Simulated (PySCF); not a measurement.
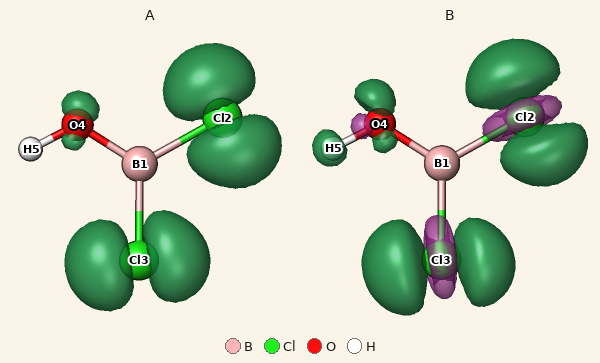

*BCl2(OH) (BCl₂HO). The Fukui function f⁻ from two separate SCF calculations and the density of the HOMO, at ±0.03 e/Å³ (green positive, purple negative).*

Computed with PySCF, B3LYP/def2-SVPD, geometry: GFN2-xTB. No frequency check shows the geometry to be a minimum. GFN2-xTB bond lengths at metals and heavier atoms can be off by up to 0.1 Å and shapes distorted, which carries into these values.

Which panel is which, and how good is the frozen-orbital picture?

Answer. B is f⁻ (it has negative regions), A the HOMO density. The HOMO lies on Cl2 (50 %) and Cl3 (43 %); f⁻ (Hirshfeld-condensed) is largest on Cl2 (0.41) and Cl3 (0.40); the vertical ionisation energy is 11.40 eV. Relaxation shifts 11 % of the electron between atoms. The orbital energy is −8.82 eV.

Run time: 2.2 min on 1 thread of Arm Neoverse V1 (shared host), peak memory 0.51 GiB.
